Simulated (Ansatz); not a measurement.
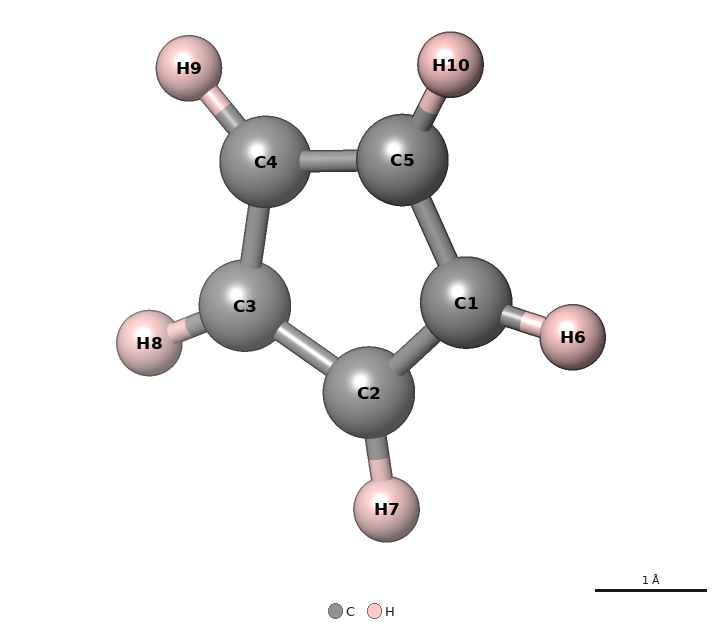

Simulated data, not a measurement (program: Ansatz).

Orthographic view. Atoms fade into the background with distance from the viewer. State: neutral, doublet. Geometry: a fixed input geometry, not necessarily a minimum.

Write a Z-matrix (Å, degrees) in the order of the atom numbers, with these reference atoms: 2 to 1; 3 to 2, 1; 4 to 3, 2, 1; 5 to 4, 3, 2; 6 to 1, 2, 3; 7 to 2, 3, 4; 8 to 3, 4, 5; 9 to 4, 3, 8; 10 to 5, 4, 9.

```
C  
C    1   1.413
C    2   1.413   1   108.0
C    3   1.413   2   108.0   1     0.0
C    4   1.413   3   108.0   2     0.0
H    1   1.096   2   126.0   3   180.0
H    2   1.096   3   126.0   4   180.0
H    3   1.096   4   126.0   5   180.0
H    4   1.096   3   126.0   8     0.0
H    5   1.096   4   126.0   9     0.0
```
